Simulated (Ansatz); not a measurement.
CS$_{2}$Si (SMILES S=c1[si-][s+]1)

Input file:

```
crystal:
  periodic: [false, false, false]
  atoms:
    - {symbol: C, position_ang: [1.135840, -1.833795, 0.939430]}
    - {symbol: S, position_ang: [0.088059, -1.120967, -0.377026]}
    - {symbol: S, position_ang: [2.652492, -1.575516, 1.441610]}
    - {symbol: Si, position_ang: [-0.536289, -2.686421, 1.003342]}
basis:
  gaussian: {orbitals: def2-TZVPD}
hamiltonian: {xc: pbe0}
output: {forces: true, orbitals: {seedname: orbitals}}
```

Command:

```sh
ansatz run input.yaml --threads 1 --pin off --max-ram 2610MiB --events-out events.jsonl --progress --plain --runs-dir runs
```

Geometry: PBE-D3(BJ)/def2-SVP.

Method: Ansatz 0.2.0, isolated molecule in a Gaussian basis; Kohn-Sham density functional theory, functional PBE0.

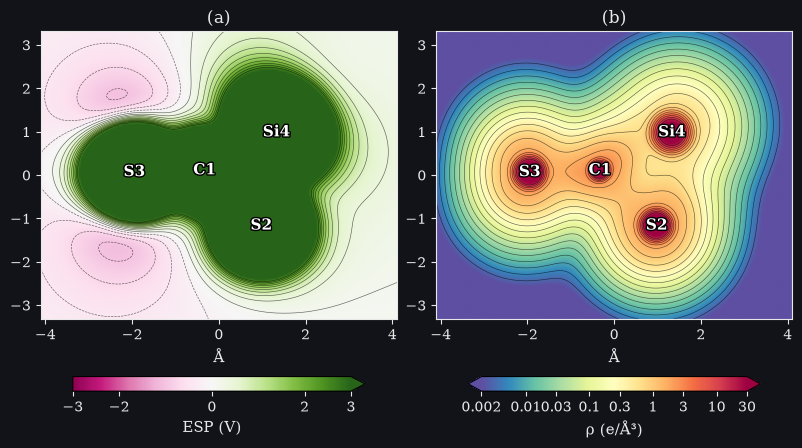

Figure 1. (a) electrostatic potential; (b) electron density on the molecular plane.

What does the map show?

Answer.
- Atoms in the plane: C, S and Si.
- C–S (1.62 Å): ρ at the midpoint is about 1.7 e/Å³.
- C–Si (1.88 Å): ρ is about 0.89 e/Å³ halfway.
- Si–S (2.18 Å): the density is about 0.7 e/Å³ at the midpoint, with its minimum of 0.57 e/Å³ about 0.8 Å from Si.
- C–S (1.83 Å): ρ at the midpoint is about 1.2 e/Å³.
- Outside the dense part of the molecule the potential is most negative (−1.1 V) near S3.

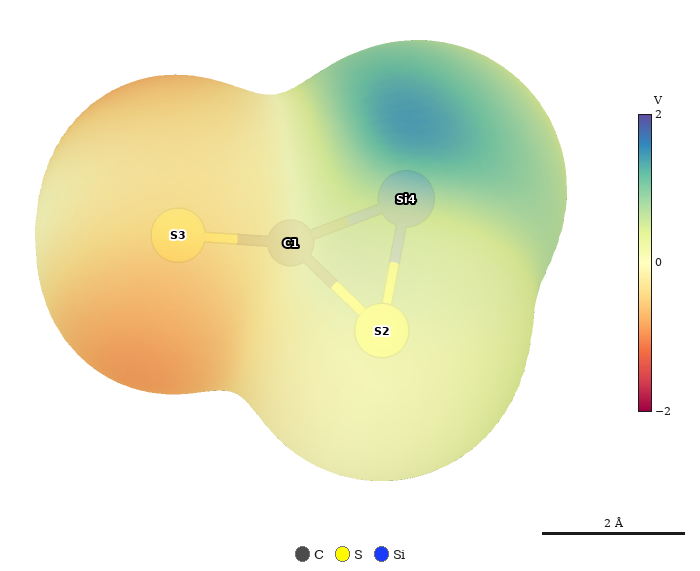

Figure 2. The electrostatic potential painted on the density surface at 0.001 e/bohr³, seen at a tilt; red is negative and blue positive.

Describe the electrostatic potential map.

Answer. The most negative region (about −0.9 V) lies over S3, the most positive (about +1.5 V) over Si4.

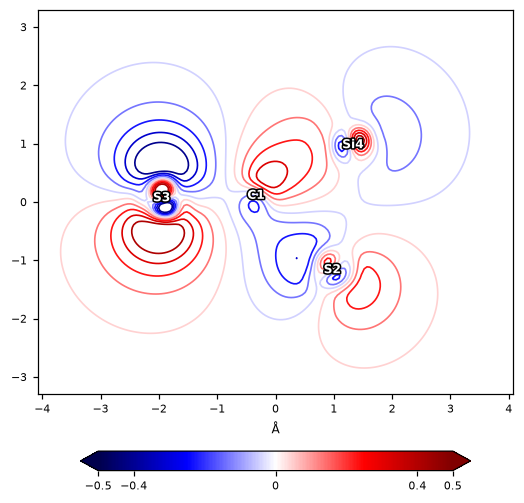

Figure 3. The HOMO on the molecular plane (values in Å⁻³ᐟ²; the overall sign is arbitrary).

What is the character of this orbital?

Answer. Its weight (Hirshfeld) is mainly on S3 (about 60 %), S2 (about 15 %), Si4 (about 15 %) and C1 (about 10 %); it is symmetric in the molecular plane (an in-plane orbital: σ, lone-pair or in-plane π type). Its energy is −6.22 eV.

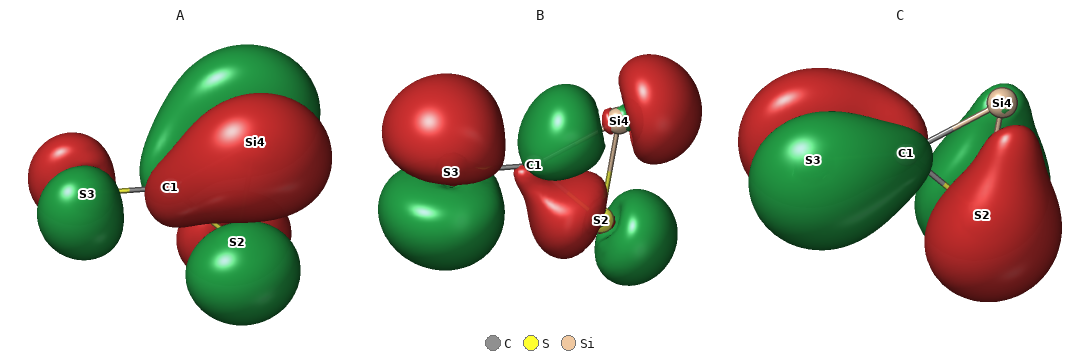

Figure 4. Three frontier orbitals at ±0.08 Å⁻³ᐟ² (green and red are the two phases), in no order.

Which picture is the HOMO−1, the HOMO and the LUMO?

Answer. C is the HOMO−1 (−7.77 eV). Its weight (Hirshfeld) is mainly on S3 (about 45 %), S2 (about 35 %) and C1 (about 10 %); it changes sign across the molecular plane (π type). B is the HOMO (−6.22 eV). It lies mainly on S3 (about 60 %), S2 (about 15 %), Si4 (about 15 %) and C1 (about 10 %); it is symmetric in the molecular plane (an in-plane orbital: σ, lone-pair or in-plane π type). A is the LUMO (−3.52 eV). By Hirshfeld shares it lies mainly on Si4 (about 50 %), S2 (about 25 %), S3 (about 15 %) and C1 (about 10 %); it changes sign across the molecular plane (π type); π-antibonding (a node) across C1–S2, C1–S3 and S2–Si4.

What is the HOMO–LUMO gap?

Answer. 2.70 eV between the orbital energies.
